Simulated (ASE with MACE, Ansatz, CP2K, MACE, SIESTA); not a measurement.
## Running Li+ TFSI- in sulfolane and ethyl methyl carbonate and propylene carbonate at 330 K (178 atoms) with machine-learned potentials

Wanted: machine-learned potentials inputs and outputs for Li+ TFSI- in sulfolane and ethyl methyl carbonate and propylene carbonate at 330 K (178 atoms), checked against a plane-wave reference.

Program: ASE with MACE. Level of theory: the method is named at each step. Results are calculated unless marked as measured.

## Step 1: The starting structure

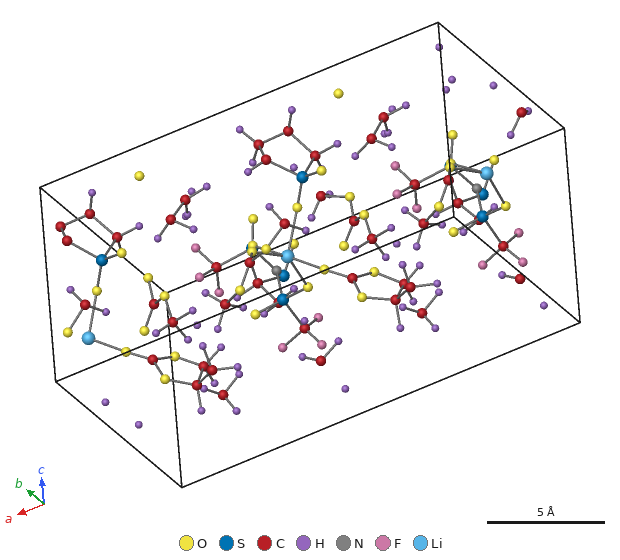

Start, viewed from a free direction; oxygen yellow, sulfur blue, carbon red, hydrogen purple, nitrogen grey, fluorine pink, lithium blue. Bonds to atoms that aren't drawn are left out. Some periodic images of atoms are drawn too.

The cell holds 178 atoms: 34 O, 8 S, 44 C, 76 H, 2 N, 12 F and 2 Li. Its edges and angles: a = 20.236 Å, b = 10.118 Å, c = 10.118 Å, α = 90.0°, β = 90.0°, γ = 90.0°. 2 sulfolane, 2 ethyl methyl carbonate, 1 propylene carbonate, 1 Li+, 1 TFSI- placed at random, at 1.34 g/cm³; overlaps pushed apart, then 10 ps at 550 K with Joung-Cheatham ions (J. Phys. Chem. B 112, 9020 (2008)); MMFF94 bonds, angles, torsions, charges and radii (Halgren, J. Comput. Chem. 17, 490 (1996)) in harmonic and 12-6 forms; charges of ions scaled by 0.8. Snapshot after 30 ps at 330 K and fixed volume. The cell was repeated 2 x 1 x 1. Then every atom was moved at random, 0.03 Å r.m.s. a Cartesian component (hydrogen 0.6 of that).

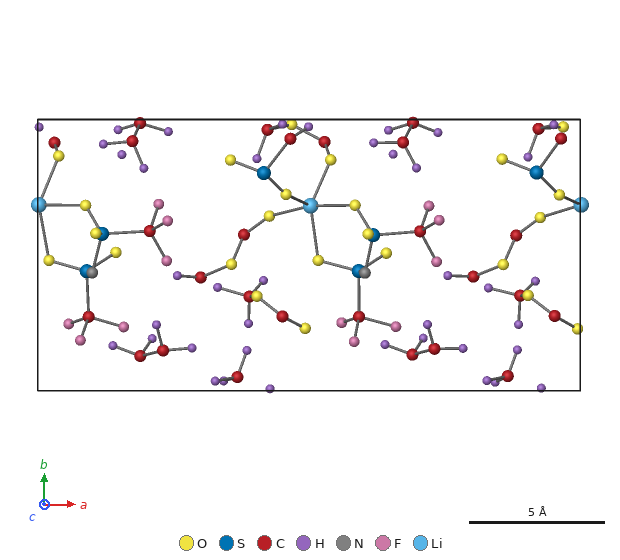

A slice 6 Å thick through the middle of the cell. Bonds to atoms that aren't drawn are left out.

The yardstick, on the same geometry:

- method: Kohn-Sham DFT, PBE, PAW, plane waves (Ansatz 0.2.0); cutoff 420 eV, Γ point, fermi-dirac smearing of 0.05 eV; PAW set soft_2
- r.m.s. force component: 1.769 eV/Å
- longest force: 9.081 eV/Å
- gap (highest filled to lowest empty level): 4.414 eV
- SCF cycles: 11
- time: 16 s on 16 threads of Arm Neoverse N1, shared host
- CPU time: 3.9 min

## Step 2: MACE MP-0b2 small potential

Method: machine-learned interatomic potential MACE MP-0b2 small, trained on PBE(+U) plane-wave data.

The input, run.py:

```python
import numpy as np
from ase.io import read
import mlip  # loads the published weights by name

atoms = read("structure.xyz")
atoms.calc = mlip.calc("mace-mp-0b2-small")
energy = atoms.get_potential_energy()
forces = atoms.get_forces()
print(f"energy {energy:.6f} eV")
print("forces (eV/A)")
for i, (a, f) in enumerate(zip(atoms, forces)):
    print(f"{i:4d} {a.symbol:2s} {f[0]:10.5f} {f[1]:10.5f} {f[2]:10.5f}")
```

The input, structure.xyz:

```xyz
178
Lattice="20.23570 0.00000 0.00000 0.00000 10.11785 0.00000 0.00000 0.00000 10.11785" Properties=species:S:1:pos:R:3 pbc="T T T"
O 3.19178 0.66919 9.44845
S 4.20822 0.12576 8.39336
O 5.42216 9.69806 8.94469
C 3.52384 9.30670 7.11285
C 3.81342 9.98106 5.75271
C 3.81929 1.29144 6.26224
C 4.66939 1.49855 7.38755
H 2.44306 9.19713 7.33949
H 3.95102 8.29552 7.04840
H 2.99347 9.73307 5.11002
H 4.86547 9.66558 5.47032
H 4.26386 1.94334 5.46182
H 2.79839 1.68017 6.28612
H 5.75099 1.59204 7.21868
H 4.42413 2.45661 7.93148
O 9.25783 7.32178 5.93624
S 8.43100 8.11816 6.72726
O 7.18691 8.60290 6.27256
C 8.24585 7.19693 8.26133
C 8.95470 8.10632 9.35264
C 10.03792 8.85312 8.70095
C 9.42033 9.39786 7.35689
H 8.52732 6.21226 8.22561
H 7.03008 7.32502 8.30453
H 9.33291 7.36387 0.04118
H 8.26770 8.84766 9.75492
H 0.37517 9.54548 9.29932
H 0.66839 8.15711 8.49090
H 8.66250 0.06921 7.73854
H 0.04654 9.83071 6.78604
C 7.44249 0.50559 3.37137
C 8.56780 9.73256 3.48742
O 9.46828 9.93128 2.43607
C 0.61800 9.25237 2.63863
O 0.77847 8.75204 3.64394
O 1.18703 9.25126 1.50776
C 2.43618 8.50678 1.55764
H 7.79843 1.50088 3.29609
H 6.61465 0.35564 4.19496
H 6.93154 0.36192 2.45651
H 8.17259 8.65440 3.54843
H 9.12751 9.93937 4.49081
H 2.10937 7.49814 1.90813
H 3.13208 8.80820 2.38690
H 2.91657 8.41997 0.61769
C 0.39844 4.15793 0.18253
C 0.37962 2.90241 9.51948
O 9.22768 2.77897 8.95187
C 9.12488 2.76764 7.65041
O 9.97276 2.32275 6.96169
O 8.17320 3.52202 7.15514
C 7.89091 3.50917 5.79672
H 1.31289 4.07861 0.81772
H 9.60508 4.11129 0.87550
H 0.40107 5.09646 9.73701
H 0.55911 2.01072 0.03733
[... 118 atom lines left out ...]
H 16.45952 4.38356 0.01538
H 15.29171 4.29482 2.86882
H 16.37837 3.20675 2.05109
Li 10.17370 6.89602 4.00788
```

Launch:

```console
> OMP_NUM_THREADS=4 python run.py > output.txt
```

The program printed:

```text
energy -994.833540 eV
forces (eV/A)
   0 O     1.96629   -1.68052   -3.11207
   1 S    -1.39818    2.53118    4.61436
   2 O     0.77826   -0.94558    0.08978
   3 C    -1.19197   -2.45086   -0.93989
   4 C     1.17978    0.02771    2.24529
   5 C    -0.62449    1.80360   -5.45356
   6 C     0.93844    2.36229    3.11050
   7 H     0.33323    0.06690   -0.24158
   8 H    -0.04505    0.00633    0.68958
   9 H    -0.16876   -0.14450   -1.05329
  10 H    -1.15166    0.13743   -0.29101
  11 H    -0.28565   -0.30266    0.15520
  12 H    -0.16281    0.03207    0.80276
  13 H    -0.04014   -0.60574   -0.17539
  14 H     0.03649   -0.71554   -0.19430
  15 O     1.87326   -2.20005   -2.79428
  16 S     0.34412   -0.09792    2.00476
  17 O    -1.99792    0.90726   -0.79492
  18 C    -4.12542    4.29169    1.11585
  19 C    -0.84526   -2.73525    0.92894
  20 C    -0.44283   -1.04917   -2.59519
  21 C    -2.55346    1.00768    4.84107
  22 H     0.71923   -2.56451   -0.29095
  23 H     2.58003   -0.74097    0.56606
[...]
170 O     2.81311    1.95800    1.08347
 171 H     0.25425   -0.28520    0.00565
 172 H    -0.06673   -0.25449    0.69954
 173 H     0.62397   -1.38402   -0.69186
 174 H     0.24735   -0.29863    0.73711
 175 H     0.47060    0.60838   -0.22439
 176 H     0.37716   -0.78577    0.36216
 177 Li   -0.15278   -0.32848    0.68104
```

Elapsed: 14 s, on 4 threads of Arm Neoverse N1, shared host; peak memory 0.82 GiB; 15 s of CPU time.

Banners, paths, timers and routine set-up lines are dropped from the logs unmarked, and long logs keep their key lines alone; longer cuts are marked.

Compared with the plane-wave run:

```yaml
r_m_s_force_component: 1.713 eV/Å
r_m_s_difference_of_force_components: 247 meV/Å
longest_difference_of_force_vectors: 1431 meV/Å
force_difference_over_r_m_s_force: 13.96 %
slope_of_forces_against_the_reference_s: 0.959
correlation_of_force_components: 0.9905
```

Length of the force difference by element (eV/Å):

| element | atoms | mean | most |
| --- | --- | --- | --- |
| C | 44 | 0.49 | 1.4 |
| F | 12 | 0.52 | 1.2 |
| H | 76 | 0.12 | 0.33 |
| Li | 2 | 0.063 | 0.092 |
| N | 2 | 0.22 | 0.28 |
| O | 34 | 0.44 | 1.2 |
| S | 8 | 0.75 | 1.4 |

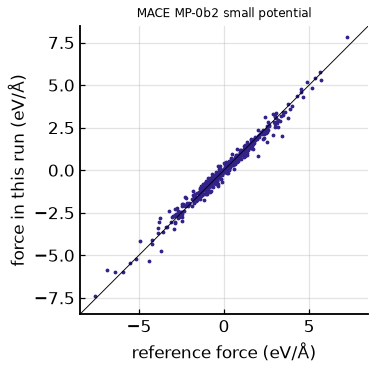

Force components against those of the reference; the line marks equality.

The surroundings of C108, picked at random, nearest first, numbered as they follow in the input and with coordinates relative to it.

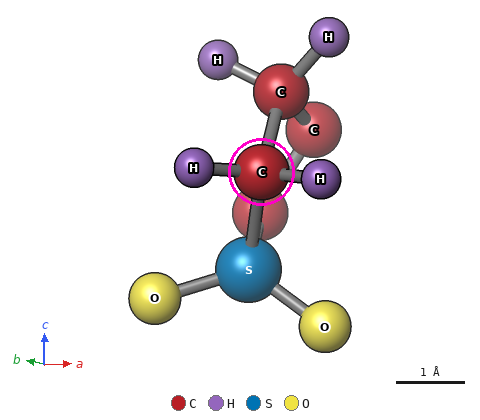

The atoms of the table, within 2.6 Å (arrows a, b, c point along x, y, z); some may hide others; the central atom is ringed.

| atom | x | y | z | distance (Å) | bonds | Fx | Fy | Fz (eV/Å) |
| --- | --- | --- | --- | --- | --- | --- | --- | --- |
| C108 | 0.00 | 0.00 | 0.00 | 0.00 | 4 | -0.79 | 0.10 | 1.26 |
| H112 | 0.43 | -1.01 | -0.02 | 1.10 | 1 | -0.40 | 0.03 | -0.34 |
| H113 | -1.14 | 0.02 | 0.09 | 1.14 | 1 | 1.42 | -0.21 | 0.24 |
| C109 | 0.78 | 0.82 | 1.10 | 1.58 | 4 | -1.27 | -1.54 | 1.61 |
| S106 | 0.34 | 0.88 | -1.53 | 1.80 | 4 | -2.44 | -0.29 | 0.85 |
| H115 | 0.14 | 1.60 | 1.51 | 2.21 | 1 | -0.88 | -0.21 | 0.63 |
| H114 | 1.16 | 0.13 | 1.96 | 2.28 | 1 | -0.63 | 1.25 | -1.51 |
| C110 | 1.81 | 1.62 | 0.44 | 2.47 | 4 | 2.37 | -2.58 | -0.51 |
| O107 | -0.95 | 1.38 | -1.97 | 2.59 | 1 | 0.45 | -0.02 | -0.61 |
| O105 | 1.18 | 0.05 | -2.31 | 2.60 | 2 | 0.75 | -0.91 | -1.61 |
| C111 | 1.25 | 2.15 | -0.82 | 2.62 | 4 | -0.32 | 3.13 | 0.99 |

Atoms are counted from 1 here, from 0 in the log.

Forces lie 14 % from the reference's, at 0.064 times its CPU time (on 4 against 16 cores).

## Step 3: Outcome

```
force difference from the reference : MACE MP-0b2 small potential, 14 %
its CPU time                        : 15 s
```

Machine-learned potentials differ by 14 % (MACE MP-0b2 small potential); they were trained on other programs' data. Machine-learned potentials mimic data converged in k, so the reference's own k-point error enters their differences. The network of contacts between molecules at the start is that of the classical potential that made the cell, and needn't be the one that DFT or experiment would give. The reference's PBE has no dispersion term, which matters for the binding between molecules or layers. The electronic-structure runs sample only Γ, in a cell whose shortest periodic width is 10 Å.

[Also dropped from logs without a mark: logging warnings of Python, and SIESTA's first energy breakdown and zero terms.]

[Logs are printed without paths, hosts, clocks, repeated set-up lines and the standing remarks that a program may print on its own settings, such as how far it seeks lower states.]

[Hosts, paths, dates, database ids (printed as entryN), source tags and the programs' standing remarks are cut or masked in the printed files.]

[The MMFF94 radii named for the starting cell were scaled by 0.96; in molecules described by MMFF94, hydrogen bound to N, O or S took a small fixed 12-6 site in their place.]
